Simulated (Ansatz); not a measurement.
## CH6AuNO: frequency calculation

The run: frequency calculation of CH6AuNO. Method and program: UHF/def2-SVP (Ansatz 0.2.0).

It belongs to a series of runs on one base structure; here: vibrations at the highest image of the band. Figures and captions count atoms from 1; the log counts them from 0 in places.

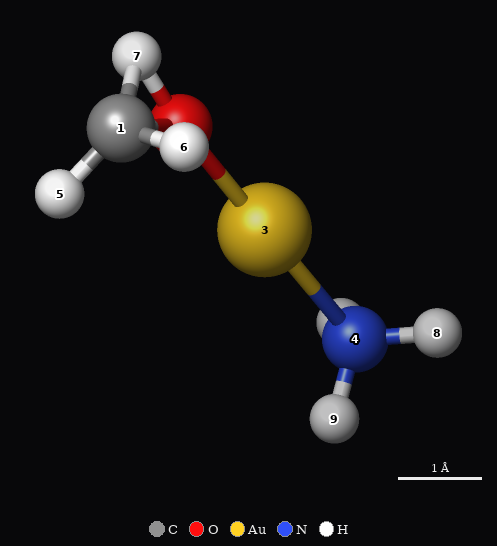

Fig. 1: The input geometry (ball-and-stick view, seen at a tilt; atoms are numbered from 1 in the order of the input). Sticks mark near contacts.

Results in brief:

| quantity | value |
| --- | --- |
| outcome | converged |
| total energy | −8304.1759 eV |
| mean-field energy | −8304.1759 eV |
| largest force (length of the vector) | 0.049 eV/Å |
| hardware | 2 threads of AMD EPYC (Zen 5), 16 GiB of memory available, shared host |
| wall time | 32 s (CPU time 62 s) |
| peak memory | 0.28 GiB |

Input file:
```yaml
crystal:
  periodic: [false, false, false]
  atoms:
    - { symbol: C, position_ang: [-0.665426, 2.079988, -1.735663] }
    - { symbol: O, position_ang: [0.377051, 1.239681, -0.920964] }
    - { symbol: Au, position_ang: [0.393973, -0.334153, 0.31917] }
    - { symbol: "N", position_ang: [0.437712, -2.015767, 1.652208] }
    - { symbol: H, position_ang: [-1.199439, 1.383655, -2.384006] }
    - { symbol: H, position_ang: [-1.348763, 2.525717, -1.011285] }
    - { symbol: H, position_ang: [0.667113, 2.041983, -1.56653] }
    - { symbol: H, position_ang: [0.399757, -1.72734, 2.616942] }
    - { symbol: H, position_ang: [-0.340958, -2.635758, 1.494978] }
    - { symbol: H, position_ang: [1.278971, -2.558004, 1.53516] }
magnetization:
  spin_polarized: true
basis:
  gaussian: { orbitals: def2-SVP }
hamiltonian:
  xc: hf
phonons: {}
```

Launched with:
```bash
ansatz run input.yaml --threads 2 --pin off --max-ram 3072MiB --backend cpu --events-out ev --progress --plain --runs-dir out
```

The program's output:
```
Engine: ansatz 0.2.0, x86_64-unknown-linux-gnu
Functional definition: HF
  exchange = exact_x
  correlation = 0
1158 factors; integrals over basis functions are off by at most 4.8e-4 eV
mean field evaluation 1: about -8301.0193 eV, gradient 2.4e1 eV
mean field evaluation 2: about -8301.0248 eV, gradient 2.4e1 eV
mean field evaluation 4: about -8304.0933 eV, gradient 3.3e0 eV
mean field evaluation 8: about -8304.1754 eV, gradient 1.5e-1 eV
mean field evaluation 16: about -8302.1655 eV, gradient 4.8e0 eV
mean field -8304.17593311 eV, -305.1728367690 hartree, gradient 1.1e-5 eV, S^2 0.000000; 0 other end points of the search recorded, 0 dependent functions left out
the calculation of the forces begins
reference -8304.17593311 eV, -305.1728367690 hartree; 23, 23 occupied and 81, 81 virtual orbitals, 1158 factors
these checks for a lower state are left out or cut short: stability, starts, cluster_reference, orbital_swaps, neighbouring_geometries, increment
1158 factors; integrals over basis functions are off by at most 4.8e-4 eV
mean field -8304.17578295 eV, -305.1728312507 hartree, gradient 8.1e-7 eV, S^2 0.000000; 0 other end points of the search recorded, 0 dependent functions left out
[... from here on the field's lines of each further geometry are left out, up to the last ...]
the calculation of the forces begins
reference -8304.17591206 eV, -305.1728359957 hartree; 23, 23 occupied and 81, 81 virtual orbitals, 1158 factors
these checks for a lower state are left out or cut short: stability, starts, cluster_reference, orbital_swaps, neighbouring_geometries, increment
1158 factors; integrals over basis functions are off by at most 4.8e-4 eV
mean field -8304.17591738 eV, -305.1728361910 hartree, gradient 1.4e-6 eV, S^2 0.000000; 0 other end points of the search recorded, 0 dependent functions left out
the calculation of the forces begins
reference -8304.17591738 eV, -305.1728361910 hartree; 23, 23 occupied and 81, 81 virtual orbitals, 1158 factors
WARN: phonons: 3 modes above zero are rigid motions of the cell's bodies and no vibrations: the zero-point energy, free energy, entropy and heat capacity leave them out. With what each would have added to F at 1000 K, by the weight of its row in the mesh: 0.11 cm⁻¹ (-0.751 eV; rigid weight 1.000, of which rotation 0.004), 2.92 cm⁻¹ (-0.472 eV; rigid weight 0.996, of which rotation 0.995), 18.68 cm⁻¹ (-0.312 eV; rigid weight 0.679, of which rotation 0.679). A body is a set of atoms that hang together within twice the van der Waals contact; here: 10 atoms, out of reach of every periodic image. What nothing holds moves and turns at no cost, which is at zero frequency: what stands here is left by the forces on the atoms, the periodic images, the SCF threshold and the grid, and changes its size and its sign with the last two. The forces' share comes down as the geometry is relaxed further. The table is the vibrational part alone. If the cell is meant as a crystal, declare phonons.rigid_motions: translations: the three translations of the whole cell alone are then left out. The least rigid weight left out is 0.67894 and the largest kept is 0.32856. The rigid motions are mixed with soft vibrations: those modes' frequencies are not settled, nor the sums by as much as one such mode adds.
WARN: phonons: modes at or below zero, which the zero-point energy, F, S and C_V leave out: 2, the lowest at -1850.76 cm⁻¹. A minimum has none, and a first-order saddle one
Total energy: -8304.17593311 eV, -305.1728367690 hartree
Atom 0 at    -0.665426     2.079988    -1.735663 Å, force    -0.014230    -0.037933     0.028343 eV/Å
Atom 1 at     0.377051     1.239681    -0.920964 Å, force    -0.003840     0.014508     0.022239 eV/Å
Atom 2 at     0.393973    -0.334153     0.319170 Å, force     0.000523    -0.000124    -0.016323 eV/Å
Atom 3 at     0.437712    -2.015767     1.652208 Å, force     0.005372    -0.008964     0.013273 eV/Å
Atom 4 at    -1.199439     1.383655    -2.384006 Å, force    -0.003134     0.023845     0.000594 eV/Å
Atom 5 at    -1.348763     2.525717    -1.011285 Å, force     0.001516     0.005360    -0.028056 eV/Å
Atom 6 at     0.667113     2.041983    -1.566530 Å, force     0.015051    -0.004163    -0.010717 eV/Å
Atom 7 at     0.399757    -1.727340     2.616942 Å, force    -0.000015     0.001304    -0.003659 eV/Å
Atom 8 at    -0.340958    -2.635758     1.494978 Å, force     0.001780     0.005314    -0.004619 eV/Å
Atom 9 at     1.278971    -2.558004     1.535160 Å, force    -0.003023     0.000851    -0.001075 eV/Å
Dipole moment:     0.196390    -1.782360     1.432452 e Å
Vibrations: -1850.76 -223.99 24.00 92.45 139.40 200.35 390.66 459.17 704.52 707.25 744.52 842.95 1189.51 1230.48 1365.45 1531.41 1768.39 1768.85 2783.07 3192.92 3272.41 3691.41 3808.57 3809.01 cm⁻¹, zero-point energy 2.090169 eV
```

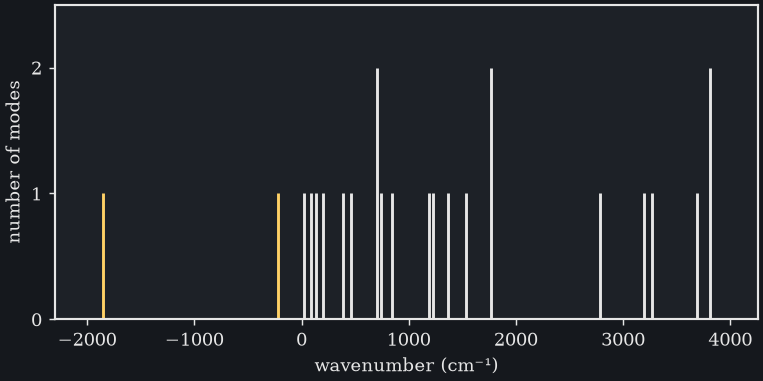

Fig. 2: Harmonic vibrational wavenumbers from the force constants; neighbouring modes closer than 26 cm⁻¹ are counted in one stick, and imaginary ones are drawn at negative wavenumbers. 24 modes from 1851i to 3809 cm⁻¹, 2 imaginary beyond 8i (1851i, 224i cm⁻¹): not a minimum.
